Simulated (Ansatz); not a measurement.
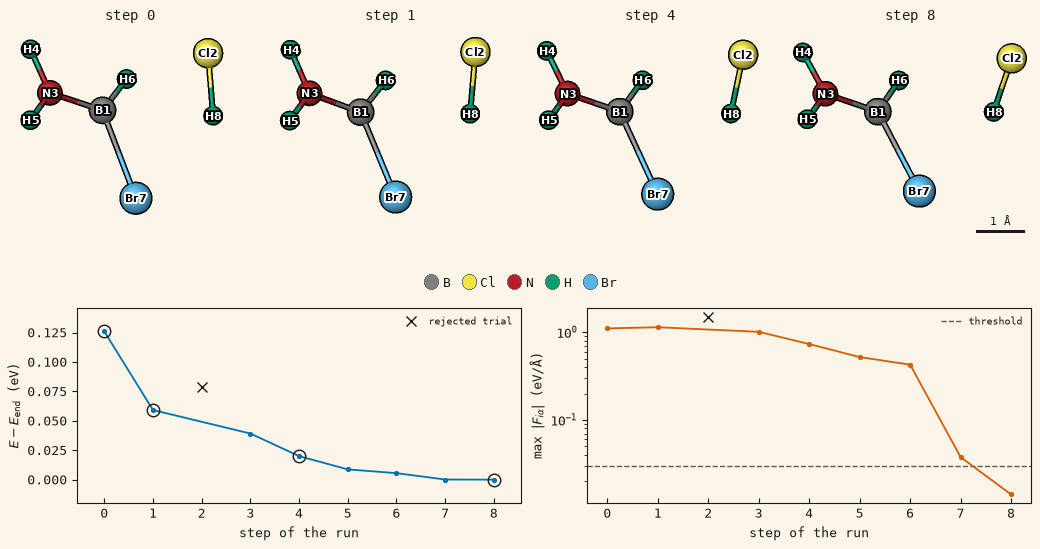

Frames of a relaxation of BNH4BrCl, marked on the history of the run. Style: ball-and-stick. Shown at a tilt.

The run prepares an end point of a later path (reaction) calculation, from a guessed geometry.

Theory: RKS PBE0/def2-SVP (Ansatz). Set-up: no spin polarisation; force threshold 0.03 eV/Å; at most 50 steps.

### Describe the path.

After 7 accepted moves (8 points after the start) the energy has fallen by 0.126 eV. The largest force component goes from 1.1 to 0.014 eV/Å. The line search rejected the trial step at point 2 of the run. The atom that moves furthest after the best rigid fit is Cl2 (0.60 Å). By element the largest moves are Cl 0.60 Å, H 0.22 Å, Br 0.19 Å, B 0.11 Å, N 0.11 Å. Some distances before and after: B1–Br7 2.012 → 1.945 Å, Cl2–H8 1.331 → 1.293 Å. Among the angles between lasting bonds that change: N3–B1–Br7 117.2° → 119.3°, N3–B1–H6 124.7° → 122.7°. Cost: 25 s on 2 threads of Arm Neoverse V2 (shared host), peak memory 0.22 GiB. From step 0 to 1: Cl2 moves most (0.20 Å), energy −0.067 eV. From step 1 to 4: Cl2 moves most (0.19 Å), energy −0.039 eV. From step 4 to 8: Cl2 moves most (0.22 Å), energy −0.020 eV.

Limits of the set-up: the start holds two separate molecules, 2.7 Å apart at their closest, whose relative position is a soft coordinate and is computed without a dispersion correction.
